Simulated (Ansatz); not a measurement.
**Saddle-point search, with input and output: SiH5Cl2OF (part 2 of 2)**

The same run, continued: SiH5Cl2OF; RHF/STO-3G (Ansatz 0.2.0). The run did not end well.

Geometry of the input (Å):
```
Si -0.8491  0.7188  -0.2492
Cl -0.7980  -1.8571  -0.7066
H  -0.8112  0.8120  -1.7927
H  -2.0604  0.2975  0.5620
Cl -0.8631  2.7778  0.0760
H  1.1806  -0.6347  0.4697
O  0.7341  0.4653  0.3887
H  0.6946  -2.0520  -0.0294
F  1.6172  -1.7484  0.4223
H  1.0937  1.1553  0.7676
```

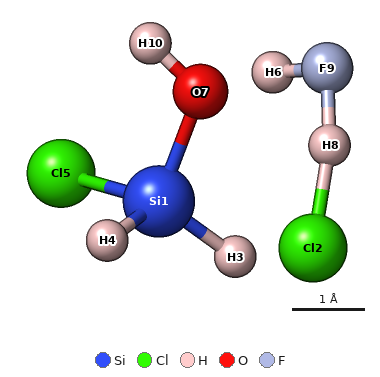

The geometry at step 17 of the log (ball-and-stick view, seen at a tilt; atoms are numbered from 1 in the order of the input).

Log, continued
```
saddle step  38: F+E_penalty+E_count = -37268.51671203 eV  max|allowed force component| = 2.774e-1 eV/Å  curvature = +0.4107 eV/Å²  mode residual = 1.19e0 eV/Å²  Δτ_max = 0.0592 Å  (1 rotations, 4 force calls, 76 SCF iters)  cluster: 3 rotations left out, max|force component along them| = 1.390e-6 eV/Å
saddle step  39: F+E_penalty+E_count = -37268.50235322 eV  max|allowed force component| = 4.588e-1 eV/Å  curvature = +0.4364 eV/Å²  mode residual = 1.11e0 eV/Å²  Δτ_max = 0.0708 Å  (1 rotations, 4 force calls, 77 SCF iters)  cluster: 3 rotations left out, max|force component along them| = 1.575e-6 eV/Å
the calculation of the forces begins
reference -37268.48209193 eV, -1369.5914553939 hartree; 35, 35 occupied and 7, 7 virtual orbitals, 561 factors
these checks for a lower state are left out or cut short: stability, starts, cluster_reference, orbital_swaps, neighbouring_geometries, increment
561 factors; integrals over basis functions are off by at most 3.6e-5 eV
mean field evaluation 1056: about -37268.4904 eV, gradient 6.8e-4 eV
mean field -37268.49042343 eV, -1369.5917615710 hartree, gradient 4.4e-6 eV, S^2 0.000000; 0 other end points of the search recorded, 0 dependent functions left out
the calculation of the forces begins
reference -37268.49042343 eV, -1369.5917615710 hartree; 35, 35 occupied and 7, 7 virtual orbitals, 561 factors
saddle step  40: F+E_penalty+E_count = -37268.48752320 eV  max|allowed force component| = 2.531e-1 eV/Å  curvature = +0.4043 eV/Å²  mode residual = 1.22e0 eV/Å²  Δτ_max = 0.0577 Å  (1 rotations, 4 force calls, 76 SCF iters)  cluster: 3 rotations left out, max|force component along them| = 1.458e-6 eV/Å
Error: the saddle search did not converge after 40 steps: max|allowed force component| = 2.53e-1 eV/Å (threshold 1.0e-1). At the last step the curvature along the mode is +0.404 eV/Å² (extrapolated from the last rotation, not read by a force call), not resolved as negative, so the search is still climbing. That curvature's residual is 1.22e0 eV/Å². Where the curvature misses the negative of `saddle.curvature_tol` by less than that, a larger `saddle.rotation.max_rotations` or a tighter `saddle.rotation.residual_tol` may find a negative one. To go on, start nearer the saddle, give a better `saddle.mode_guess`, or set a larger `saddle.max_steps` (a set value also replaces the default of 250 for a search that goes on from a second negative curvature), or search again from the last step's geometry and mode. From 30 of its steps before the last this search moved with no negative curvature along its mode to follow. A search started from a geometry of this one does not count those moves and, where it converges, warns only of its own. With `saddle.order_check` unset, a search from the last step can check the order less strictly than this one. `saddle.order_check: true` asks for the full check and warns where it cannot tell. Where this run's directory can be resumed (`checkpoint.write`), a resume goes on for up to `saddle.max_steps` more
F+E_penalty+E_count at the last step = -37268.48752320 eV
to start another search from the last step: its geometry and its mode (saddle.mode_guess, Cartesian), with saddle.order_check: true (the message says why):
  atoms:
    - { symbol: Si, position_ang: [-0.75729407, 1.31055012, -0.19270765] }
    - { symbol: Cl, position_ang: [-0.30220040, -3.54333029, -0.49398675] }
    - { symbol: H, position_ang: [-0.75352615, 0.83003202, -1.52950425] }
    - { symbol: H, position_ang: [-1.84711711, 0.87722368, 0.61183202] }
    - { symbol: Cl, position_ang: [-0.78856247, 3.38938206, -0.21198731] }
    - { symbol: H, position_ang: [1.07154550, -0.58727989, 0.14740658] }
    - { symbol: O, position_ang: [0.66600237, 0.71736243, 0.48331671] }
    - { symbol: H, position_ang: [0.56568618, -2.45241674, -0.26945260] }
    - { symbol: F, position_ang: [1.36152189, -1.49509410, -0.08329021] }
    - { symbol: H, position_ang: [0.72244925, 0.88816472, 1.44689645] }
  mode_guess:
    - [0.09495697, 0.18678153, 0.04764450]
    - [0.32816871, -0.63080574, 0.02797843]
    - [0.11989155, 0.09888648, 0.08131008]
    - [0.12197176, 0.15417658, 0.06016941]
    - [-0.12825018, 0.18417434, -0.12566203]
    - [-0.08851093, 0.04429229, -0.07493731]
    - [0.09352348, 0.21446232, 0.08584510]
    - [-0.18948753, -0.26387373, -0.08977938]
    - [-0.25672067, 0.03429375, -0.14829550]
    - [-0.09554317, -0.02238781, 0.13572672]
  order_check: true
```

Trajectory as extended XYZ (Å, eV, eV/Å), 11 of the 40 frames kept, from step=1 to step=40
```
10
Properties=species:S:1:pos:R:3:forces:R:3 step=1 energy=-37267.60301
Si   -0.8491    0.7188   -0.2492   -1.9236  -1.2755  -2.7924
Cl   -0.7980   -1.8571   -0.7066    0.5816   0.5219   0.4285
H    -0.8112    0.8120   -1.7927   -0.1578  -0.6002   2.9703
H    -2.0604    0.2975    0.5620    2.0861   0.6190  -1.1121
Cl   -0.8631    2.7778    0.0760    0.2017   1.0541   0.6086
H     1.1806   -0.6347    0.4697    1.5122  -0.0009   0.1208
O     0.7341    0.4653    0.3887   -4.9207 -10.4549  -4.5041
H     0.6946   -2.0520   -0.0294    1.4563  -0.0764   0.4211
F     1.6172   -1.7484    0.4223   -3.4331   2.3999  -0.6928
H     1.0937    1.1553    0.7676    4.5973   7.8131   4.5522
10
Properties=species:S:1:pos:R:3:forces:R:3 step=5 energy=-37268.39625
Si   -0.8439    0.7547   -0.2890   -0.1713   0.1264  -0.1107
Cl   -0.7674   -1.9333   -0.7018    0.0873   0.4176   0.1293
H    -0.8296    0.6918   -1.7119   -0.0771   0.0265   0.1458
H    -1.9300    0.2956    0.5126    0.1105   0.1197  -0.1099
Cl   -0.8489    2.8424    0.0870    0.0951  -0.1615   0.0355
H     1.1500   -0.7120    0.3795    2.3535   1.1330   1.3712
O     0.6998    0.4372    0.3877   -0.5893  -0.7755  -0.3311
H     0.6480   -1.9336   -0.0414    0.2030  -2.1143  -0.3305
F     1.5872   -1.7152    0.4077   -2.0740   2.1267  -0.5401
H     1.0732    1.2070    0.8781    0.0622  -0.8985  -0.2594
10
Properties=species:S:1:pos:R:3:forces:R:3 step=9 energy=-37268.82605
Si   -0.8455    0.7640   -0.2945   -0.0094  -0.0021   0.0107
Cl   -0.7862   -1.9625   -0.7031   -0.0364   0.2156   0.0234
H    -0.8462    0.6821   -1.7111   -0.0272   0.0262  -0.0183
H    -1.9228    0.3087    0.5087   -0.0567   0.0497  -0.0010
Cl   -0.8388    2.8538    0.0744    0.0967  -0.2303   0.0083
H     1.2530   -0.6382    0.4262   -0.0884   0.2684   0.0947
O     0.6883    0.4262    0.3836   -0.1627   0.0119  -0.0988
H     0.6413   -2.0079   -0.0662    0.1147  -0.1184  -0.0089
F     1.5337   -1.6499    0.3828    0.1451  -0.1945   0.0129
H     1.0617    1.1582    0.9078    0.0243  -0.0265  -0.0230
10
Properties=species:S:1:pos:R:3:forces:R:3 step=13 energy=-37268.77933
Si   -0.8354    0.8579   -0.2877    0.0202   0.0463  -0.0497
Cl   -0.7904   -2.1250   -0.6265    0.1897   0.1179   0.1035
H    -0.8456    0.6129   -1.6872    0.0327   0.0345   0.0212
H    -1.9041    0.3955    0.5220   -0.0907  -0.0077   0.0375
Cl   -0.7991    2.9438   -0.0281   -0.0080  -0.1325  -0.0146
H     1.2578   -0.6171    0.3409    0.1053  -0.0585   0.0955
O     0.6776    0.4671    0.3848   -0.0022   0.1267   0.1269
H     0.6610   -2.0381   -0.1192    0.0096   0.0801   0.0130
F     1.5866   -1.6016    0.2713   -0.2152  -0.0631  -0.1298
H     0.9302    1.0390    1.1383   -0.0413  -0.1438  -0.2034
10
Properties=species:S:1:pos:R:3:forces:R:3 step=17 energy=-37268.75380
Si   -0.8100    0.9456   -0.2707    0.0174   0.0392   0.0367
Cl   -0.7715   -2.3324   -0.6266   -0.0561   0.0531   0.0126
H    -0.8111    0.6105   -1.6498    0.0342   0.0339  -0.0613
H    -1.8642    0.4186    0.5227   -0.0586   0.0350   0.0451
Cl   -0.8506    3.0267   -0.0596    0.0053  -0.1490  -0.0236
H     1.2753   -0.6291    0.3163    0.0127  -0.0028   0.0460
O     0.6960    0.5298    0.3867   -0.0080  -0.0828  -0.0121
H     0.6011   -2.0698   -0.1460    0.1323  -0.0166   0.0176
F     1.5681   -1.5965    0.2366   -0.1012   0.1302  -0.0376
H     0.9055    1.0311    1.1990    0.0220  -0.0401  -0.0233
10
Properties=species:S:1:pos:R:3:forces:R:3 step=21 energy=-37268.72384
Si   -0.7855    1.0101   -0.2564   -0.0436   0.0461   0.0172
Cl   -0.7460   -2.5406   -0.6261   -0.1096   0.0617  -0.0029
H    -0.7761    0.6250   -1.6232    0.0176   0.0134  -0.0508
H    -1.8288    0.4649    0.5411   -0.0530   0.0167   0.0260
Cl   -0.8889    3.0882   -0.0981    0.0508  -0.1268  -0.0092
H     1.2566   -0.6184    0.2851    0.0347   0.0289   0.0646
O     0.7165    0.5879    0.3965   -0.0410  -0.1173  -0.0045
H     0.5686   -2.1158   -0.1706    0.1774   0.0067   0.0274
F     1.5389   -1.5776    0.1976   -0.0615   0.1131  -0.0275
H     0.8833    1.0108    1.2626    0.0282  -0.0424  -0.0402
10
Properties=species:S:1:pos:R:3:forces:R:3 step=24 energy=-37268.69432
Si   -0.7716    1.0550   -0.2468   -0.0452  -0.0109   0.0037
Cl   -0.7193   -2.6951   -0.6233   -0.0448   0.0801   0.0176
H    -0.7568    0.6410   -1.6057    0.0012   0.0152  -0.0412
H    -1.8089    0.5059    0.5564   -0.0629   0.0160   0.0135
Cl   -0.9057    3.1307   -0.1261    0.0805  -0.1020   0.0060
H     1.2473   -0.6021    0.2682   -0.1170   0.0721   0.0062
O     0.7270    0.6249    0.4056   -0.0517  -0.0688   0.0493
H     0.5509   -2.1571   -0.1894    0.1289   0.1142   0.0299
F     1.5110   -1.5579    0.1661    0.0886  -0.1038  -0.0207
H     0.8645    0.9893    1.3036    0.0223  -0.0120  -0.0642
10
Properties=species:S:1:pos:R:3:forces:R:3 step=28 energy=-37268.64816
Si   -0.7596    1.1153   -0.2331   -0.0474  -0.0354  -0.0010
Cl   -0.6559   -2.9060   -0.6075   -0.0119   0.1147   0.0313
H    -0.7386    0.6727   -1.5832   -0.0247   0.0062  -0.0344
H    -1.7982    0.5785    0.5769   -0.0824   0.0087  -0.0077
Cl   -0.9068    3.1897   -0.1614    0.1145  -0.0799   0.0295
H     1.2135   -0.5874    0.2382   -0.0979   0.0212   0.0108
O     0.7288    0.6640    0.4249   -0.0885  -0.1192   0.0186
H     0.5418   -2.2154   -0.2130    0.0911   0.1273   0.0209
F     1.4786   -1.5374    0.1148    0.1145  -0.0624  -0.0093
H     0.8350    0.9606    1.3519    0.0326   0.0187  -0.0586
10
Properties=species:S:1:pos:R:3:forces:R:3 step=32 energy=-37268.59756
Si   -0.7547    1.1782   -0.2191   -0.0614  -0.0534  -0.0104
Cl   -0.5635   -3.1211   -0.5804    0.0036   0.1453   0.0396
H    -0.7343    0.7151   -1.5623   -0.0455   0.0018  -0.0362
H    -1.8052    0.6675    0.5925   -0.0944   0.0059  -0.0205
Cl   -0.8842    3.2535   -0.1881    0.1429  -0.0724   0.0513
H     1.1736   -0.5795    0.2087   -0.0995   0.0185   0.0195
O     0.7170    0.6903    0.4457   -0.1093  -0.1323   0.0297
H     0.5432   -2.2844   -0.2353    0.0621   0.1398   0.0187
F     1.4455   -1.5193    0.0561    0.1618  -0.0828  -0.0073
H     0.8014    0.9342    1.3907    0.0398   0.0295  -0.0845
10
Properties=species:S:1:pos:R:3:forces:R:3 step=36 energy=-37268.54392
Si   -0.7547    1.2436   -0.2056   -0.0703  -0.0637  -0.0181
Cl   -0.4449   -3.3352   -0.5429    0.0052   0.1731   0.0457
H    -0.7405    0.7682   -1.5443   -0.0633  -0.0024  -0.0398
H    -1.8230    0.7682    0.6041   -0.1014   0.0023  -0.0293
Cl   -0.8438    3.3208   -0.2047    0.1658  -0.0728   0.0708
H     1.1263   -0.5796    0.1787   -0.1059   0.0547   0.0401
O     0.6954    0.7075    0.4653   -0.1305  -0.1454   0.0208
H     0.5517   -2.3641   -0.2545    0.0448   0.1508   0.0207
F     1.4078   -1.5055   -0.0089    0.2077  -0.1344  -0.0203
H     0.7642    0.9106    1.4214    0.0479   0.0378  -0.0906
10
Properties=species:S:1:pos:R:3:forces:R:3 step=40 energy=-37268.48752
Si   -0.7573    1.3106   -0.1927   -0.0776  -0.0691  -0.0266
Cl   -0.3022   -3.5433   -0.4940   -0.0015   0.2001   0.0531
H    -0.7535    0.8300   -1.5295   -0.0777  -0.0068  -0.0435
H    -1.8471    0.8772    0.6118   -0.1038  -0.0022  -0.0350
Cl   -0.7886    3.3894   -0.2120    0.1842  -0.0777   0.0881
H     1.0715   -0.5873    0.1474   -0.1197   0.1348   0.0794
O     0.6660    0.7174    0.4833   -0.1496  -0.1488   0.0193
H     0.5657   -2.4524   -0.2695    0.0370   0.1584   0.0226
F     1.3615   -1.4951   -0.0833    0.2531  -0.2275  -0.0586
H     0.7224    0.8882    1.4469    0.0557   0.0388  -0.0989
```

What the run reported

```json
{"quantity": "outcome", "value": "not converged"}
{"quantity": "hardware", "value": "8 threads of Intel Xeon @ 2.80GHz, 23 GiB of memory available, shared host"}
{"quantity": "wall time", "value": "21 s (CPU time 2.1 min)"}
{"quantity": "peak memory", "value": "0.58 GiB"}
```

What went wrong

The run did not converge: “the saddle search did not converge after 40 steps: max|allowed force component| = 2.53e-1 eV/Å (threshold 1.0e-1). At the last step the curvature along the mode is +0.404 eV/Å² (extrapolated from the last rotation, not read by a force call), not resolved as negative, so the search is still climbing. That curvature's residual is 1.22e0 eV/Å² …” Its last values are not results.
